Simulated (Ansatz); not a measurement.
**BF2GeN (SMILES FB(F)[N+]#[Ge-]): density, localisation and related maps**

```yaml
atoms:
  - { symbol: B, position_ang: [-0.9496, -2.2140, -0.8594] }
  - { symbol: F, position_ang: [-0.4873, -3.3614, -1.3523] }
  - { symbol: F, position_ang: [-2.0922, -2.2903, -0.1799] }
  - { symbol: Ge, position_ang: [0.5333, 0.4527, -1.2658] }
  - { symbol: N, position_ang: [-0.2709, -0.9935, -1.0454] }
```

Geometry: B3LYP-D3(BJ)/def2-SVP.

Method: isolated molecule in a Gaussian basis; Kohn-Sham density functional theory, functional PBE0 in Ansatz.

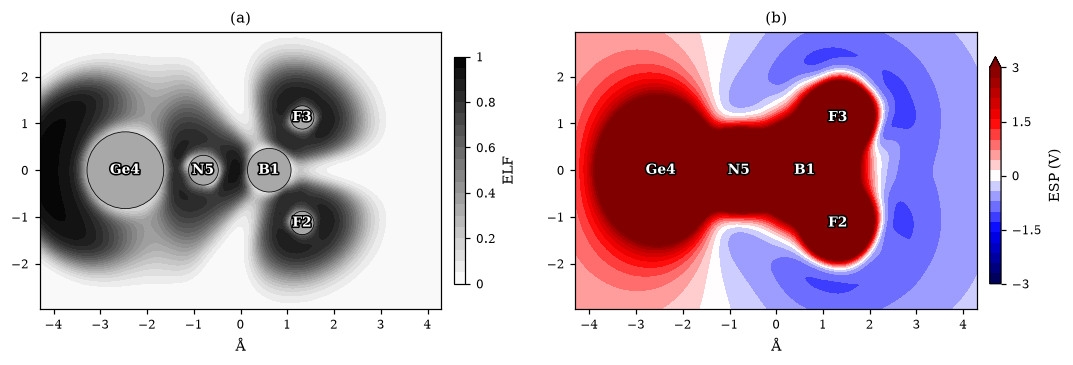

Figure 1. (a) ELF; (b) electrostatic potential on the molecular plane. Grey discs cover the atomic cores in the ELF map.

**Read the bonding off the picture.**

The plane passes through B, F, Ge and N nuclei.
B–F (1.33 Å): the ELF peaks at about 0.85 between the atoms; a polar covalent bond.
B–N (1.41 Å): the ELF peaks at about 0.90 between the atoms; a polar covalent bond.
Ge–N (1.67 Å): the ELF peaks at about 0.80 in the valence shell of N, 0.6 Å from its nucleus, and is about 0.30 at the midpoint.
The ELF also peaks beside F2 and F3, away from the bonds: lone-pair regions.
Outside the dense part of the molecule the potential is most negative (−1.1 V) near F2 and F3.

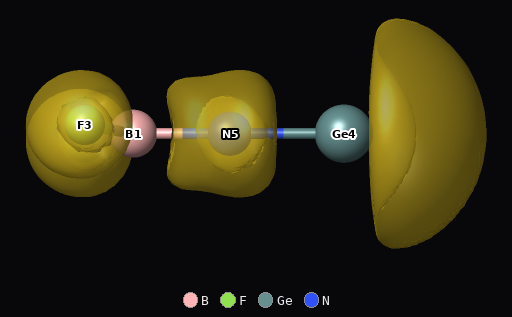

Figure 2. Isosurface of the ELF at 0.75 (yellow), seen from one side. Core shells and regions of very low density are left out.

**Identify the bonds, lone pairs and shells in this picture.**

The ELF exceeds this value in two regions on F in which the atom's valence shell and bonds are merged, one region on N in which the atom's valence shell and bonds are merged and one lobe on Ge, pointing away from the bonds (lone pairs).

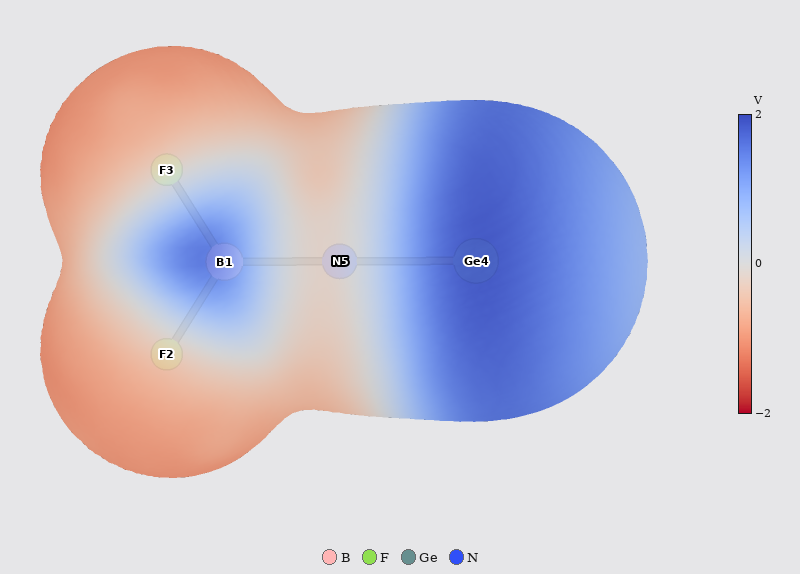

Figure 3. The electrostatic potential painted on the density surface at 0.002 e/bohr³, seen across its widest extent; the colour scale runs from red (negative) to blue (positive).

**Which sites attract a positive test charge, and which a negative one?**

A positive charge is drawn to the negative regions and a negative charge to the positive ones. The most negative region (about −1.1 V) lies over F2 and F3, the most positive (about +1.9 V) over Ge4.

**What dipole moment does the calculation give?**

Its dipole moment is 3.97 D.
